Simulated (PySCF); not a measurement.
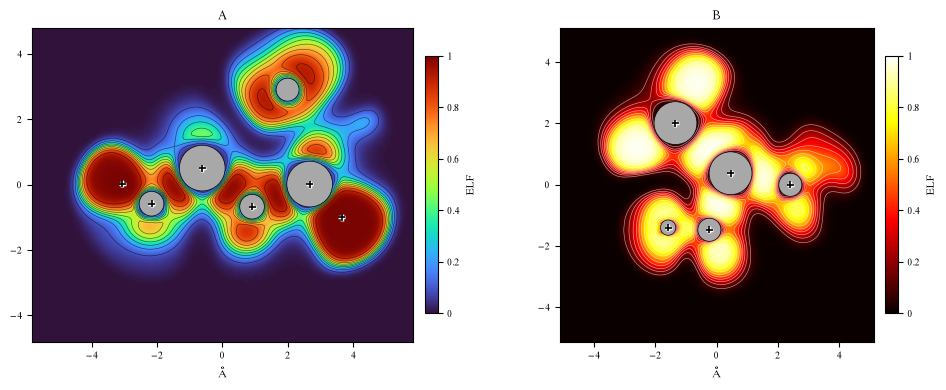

The ELF of 2 systems, each on a plane through atoms (crosses mark nuclei in the plane; grey discs cover the cores).

All numbers below come from PySCF 2.14.0, wB97X-D/def2-SVPD, SCF density, gas phase.

System 1: C₃H₁₀ClFSi₂, the plane of atoms Si2, C1 and H8. Geometry: GFN2-xTB.

```xyz
17

C     2.8111    0.9278   -0.0401
Si    0.9433    0.9742    0.2885
C     0.3376   -0.8567    0.3811
F     0.4602   -1.4008   -0.9107
Si   -1.4385   -1.2454    0.9712
C    -2.6596   -0.1846   -0.0452
Cl   -2.5745    1.5064    0.5180
H     3.2116    1.9304   -0.1585
H     3.3487    0.4539    0.7774
H     3.0366    0.3724   -0.9469
H     0.2473    1.6237   -0.8216
H     0.6515    1.5878    1.5868
H     1.0400   -1.4377    0.9886
H    -1.7386   -2.6527    0.6916
H    -1.5648   -0.9108    2.3888
H    -2.4265   -0.1750   -1.1075
H    -3.6924   -0.5007    0.0780
```

System 2: C₂H₅F₂OSi₂ (charge +1), the plane of atoms C2, Si3 and Si4. Geometry: GFN2-xTB.

```xyz
12

O    -2.0390   -2.4426   -0.3415
C    -1.6533   -1.5917    0.3948
Si   -0.1154   -0.4190   -0.0624
Si    2.1952   -0.2133   -0.7880
C    -0.9055    1.3401    0.3676
F    -0.0174    2.2824   -0.0295
F    -0.9549    1.3828    1.7211
H    -2.1459   -1.3928    1.3723
H     2.2249    1.0664   -1.5022
H     2.3856   -1.4001   -1.6263
H     2.9230   -0.2410    0.4850
H    -1.8962    1.6280   -0.0171
```

**Which map belongs to which system?**

Panel A is system 1, C₃H₁₀ClFSi₂: the plane holds C, Si and H. C–Si (1.90 Å): the ELF peaks at about 0.95 between the atoms (localised, covalent bonding). Panel B is system 2, C₂H₅F₂OSi₂: the plane holds C, Si and F. C–F (1.35 Å): the ELF peaks at about 0.85 between the atoms; a polar covalent bond.
